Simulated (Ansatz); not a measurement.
System: hcp Tl. Method: PBE+SOC in Ansatz (plane waves, PAW).

Numerical settings: plane-wave cutoff 520 eV, 18×18×10 k mesh (along the axes of the cell as run), Fermi–Dirac smearing 0.05 eV, PAW data made under PBE.

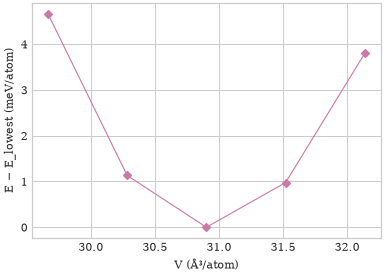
*Total energy against volume*

### Question
From the curve, estimate the equilibrium volume and the bulk modulus.

### Answer
V0 ≈ 30.9 Å³/atom and B0 ≈ 27 GPa; the fit gives V0 = 30.911 Å³/atom, B0 = 27.2 GPa, B′ = 5.5.

Shape and atoms are relaxed at each volume.

Measured, for comparison: bulk modulus 37.4 GPa (copied from a table, unchecked, extrapolated to 0 K and zero-point effects removed; as tabulated in Lejaeghere et al. (2013), arXiv:1204.2733). Computed (rounded) less measured: bulk modulus not scored (unchecked).

Note: the bulk modulus comes from volumes at which shape and atoms were relaxed.

Computed values are for the static lattice.

Ansatz is a first-principles code.
